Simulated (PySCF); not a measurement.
# UB3LYP/STO-3G run of AlSiH3BrO (SMILES [SiH3][O][Al][Br])

What is the vertical ionisation energy of AlSiH3BrO at UB3LYP/STO-3G? The job is set up through a Python script.

The calculation is run with PySCF 2.14.0.

### 1 The molecule

AlSiH3BrO: 7 atoms, total charge 0, spin state doublet. As SMILES, `[SiH3][O][Al][Br]`. The coordinates come from a PBE0-D4/def2-TZVP relaxation. This is one conformer, not always the lowest.

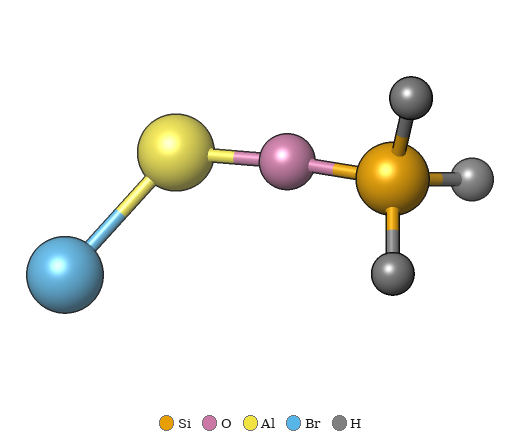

Viewed from a chosen angle; silicon amber, oxygen pink, aluminium yellow, bromine blue, hydrogen grey.

### 2 The energy at UB3LYP/STO-3G

File input.py:

```python
from pyscf import gto, dft

molecule = gto.Mole()
molecule.atom = '''
Si   0.219700   1.113700   0.067200
O    0.164800  -0.487200   0.371500
Al   0.042800  -2.146700   0.568400
Br  -1.082100  -3.376100  -0.980800
H   -0.507900   1.422900  -1.191000
H   -0.410500   1.857400   1.188800
H    1.634400   1.548000  -0.069500
'''
molecule.max_memory = 1860
molecule.basis = 'sto-3g'
molecule.verbose = 4
molecule.spin = 1
molecule.build()

mf = dft.UKS(molecule)
mf.xc = 'b3lyp'
mf.conv_tol = 1e-10
mf.grids.level = 4
mf.kernel()
if not mf.converged:
    mf = mf.newton().run(mf.mo_coeff, mf.mo_occ)

e_final = mf.e_tot
print('E = %.10f Eh' % e_final)
```

Command:

```bash
$ OMP_NUM_THREADS=1 python input.py
```

Log:

```text
PySCF version 2.14.0

[INPUT] num. atoms = 7
[INPUT] num. electrons = 73
[INPUT] charge = 0
[INPUT] spin (= nelec alpha-beta = 2S) = 1
[INPUT] symmetry False subgroup None
[INPUT] Mole.unit = angstrom
[INPUT] Symbol           X                Y                Z      unit          X                Y                Z       unit  Magmom
[INPUT]  1 Si     0.219700000000   1.113700000000   0.067200000000 AA    0.415172829567   2.104587984928   0.126989595571 Bohr   0.0
[INPUT]  2 O      0.164800000000  -0.487200000000   0.371500000000 AA    0.311426865328  -0.920674567888   0.702033255276 Bohr   0.0
[INPUT]  3 Al     0.042800000000  -2.146700000000   0.568400000000 AA    0.080880278131  -4.056675071604   1.074120329203 Bohr   0.0
[INPUT]  4 Br    -1.082100000000  -3.376100000000  -0.980800000000 AA   -2.044872639392  -6.379904369144  -1.853443382973 Bohr   0.0
[INPUT]  5 H     -0.507900000000   1.422900000000  -1.191000000000 AA   -0.959791898667   2.688891302644  -2.250663814357 Bohr   0.0
[INPUT]  6 H     -0.410500000000   1.857400000000   1.188800000000 AA   -0.775732574134   3.509977303767   2.246506416883 Bohr   0.0
[INPUT]  7 H      1.634400000000   1.548000000000  -0.069500000000 AA    3.088568377989   2.925296040827  -0.131335965657 Bohr   0.0

nuclear repulsion = 337.563641897257
number of shells = 24
number of NR pGTOs = 132
number of NR cGTOs = 44
basis = sto-3g
ecp = {}

******** <class 'pyscf.dft.uks.UKS'> ********
method = UKS
initial guess = minao
damping factor = 0
level_shift factor = 0
DIIS = <class 'pyscf.scf.diis.CDIIS'>
diis_start_cycle = 1
diis_space = 8
diis_damp = 0
SCF conv_tol = 1e-10
SCF conv_tol_grad = None
SCF max_cycles = 50
direct_scf = True
direct_scf_tol = 1e-13
number electrons alpha = 37  beta = 36
XC library pyscf.dft.libxc version 7.0.0
    S. Lehtola, C. Steigemann, M. J.T. Oliveira, and M. A.L. Marques.,  SoftwareX 7, 1–5 (2018)
XC functionals = b3lyp
    P. J. Stephens, F. J. Devlin, C. F. Chabalowski, and M. J. Frisch.,  J. Phys. Chem. 98, 11623 (1994)
radial grids:
    Treutler-Ahlrichs [JCP 102, 346 (1995); DOI:10.1063/1.469408] (M4) radial grids

becke partition: Becke, JCP 88, 2547 (1988); DOI:10.1063/1.454033
pruning grids: <function nwchem_prune>
grids dens level: 4
symmetrized grids: False
atomic radii adjust function: <function treutler_atomic_radii_adjust>
small_rho_cutoff = 0
Set gradient conv threshold to 1e-05
tot grids = 163184
init E= -3144.04977904731
[... the frontier-level lines of each cycle are left out ...]


cycle= 1 E= -3147.42775459983  delta_E= -3.38  |g|= 0.525  |ddm|= 2.36
cycle= 2 E= -3145.7120774448  delta_E= 1.72  |g|= 1.86  |ddm|= 2.72
cycle= 3 E= -3147.65796810813  delta_E= -1.95  |g|= 0.132  |ddm|= 2.12
cycle= 4 E= -3147.67641243688  delta_E= -0.0184  |g|= 0.0501  |ddm|= 0.444
cycle= 5 E= -3147.67875945641  delta_E= -0.00235  |g|= 0.00701  |ddm|= 0.12
cycle= 6 E= -3147.67881889624  delta_E= -5.94e-05  |g|= 0.00237  |ddm|= 0.022
cycle= 7 E= -3147.67882442754  delta_E= -5.53e-06  |g|= 0.000729  |ddm|= 0.00634
cycle= 8 E= -3147.67882494511  delta_E= -5.18e-07  |g|= 0.000208  |ddm|= 0.00183
cycle= 9 E= -3147.67882499355  delta_E= -4.84e-08  |g|= 1.48e-05  |ddm|= 0.000664
cycle= 10 E= -3147.67882499424  delta_E= -6.99e-10  |g|= 5.17e-06  |ddm|= 9.26e-05
cycle= 11 E= -3147.67882499429  delta_E= -5e-11  |g|= 6.96e-07  |ddm|= 2.48e-05
Extra cycle  E= -3147.6788249943  delta_E= -5e-12  |g|= 3.87e-07  |ddm|= 2.91e-06
converged SCF energy = -3147.6788249943  <S^2> = 0.75226142  2S+1 = 2.0022601
E = -3147.6788249943 Eh
```

It took 12 s on 1 thread of Arm Neoverse V1, shared host; peak memory 0.3 GiB.

### 3 The singlet cation

File input.py:

```python
from pyscf import gto, dft

mol = gto.M(
    atom=[
    ('Si', (0.219700, 1.113700, 0.067200)),
    ('O', (0.164800, -0.487200, 0.371500)),
    ('Al', (0.042800, -2.146700, 0.568400)),
    ('Br', (-1.082100, -3.376100, -0.980800)),
    ('H', (-0.507900, 1.422900, -1.191000)),
    ('H', (-0.410500, 1.857400, 1.188800)),
    ('H', (1.634400, 1.548000, -0.069500)),
],
    max_memory=1860,
    verbose=3,
    charge=1,
    basis='sto-3g',
)

myscf = dft.RKS(mol)
myscf.xc = 'b3lyp'
myscf.grids.level = 4
myscf.conv_tol = 1e-10
myscf.kernel()
if not myscf.converged:
    myscf = myscf.newton().run(myscf.mo_coeff, myscf.mo_occ)

e_final = myscf.e_tot
print(f'total energy: {e_final:.8f} hartree')
```

Command:

```bash
$ OMP_NUM_THREADS=1 python input.py
```

Log:

```text
converged SCF energy = -3147.50672277064
total energy: -3147.50672277 hartree
```

It took 6.9 s on 1 thread of Arm Neoverse V1, shared host; peak memory 0.3 GiB.

### 4 What came out

Level: UB3LYP/STO-3G.

```
                                             quantity           value
                      doublet AlSiH3BrO: total energy  -3147.67882 Eh
                     doublet AlSiH3BrO: dipole moment          3.02 D
doublet AlSiH3BrO: HOMO energy (highest over α and β)        -1.85 eV
 doublet AlSiH3BrO: LUMO energy (lowest over α and β)         1.09 eV
                              doublet AlSiH3BrO: ⟨S²⟩           0.752
                         singlet cation: total energy  -3147.50672 Eh
                          singlet cation: HOMO energy       -10.55 eV
                          singlet cation: LUMO energy        -7.41 eV
                        singlet cation: HOMO–LUMO gap         3.14 eV
   vertical ionisation energy (to the singlet cation)        4.683 eV
```

In words: The vertical ionisation energy comes to 4.68 eV (108 kcal/mol). Only the singlet of the ionised species was computed; a triplet could lie lower. In a minimal basis such a difference can be off by several eV, whatever the method. Mulliken charges (doublet AlSiH3BrO) run from -0.55 on O2 to +0.70 on Si1; they depend strongly on the basis. Mulliken charges (singlet cation) run from -0.47 on O2 to +1.01 on Al3; they depend strongly on the basis.
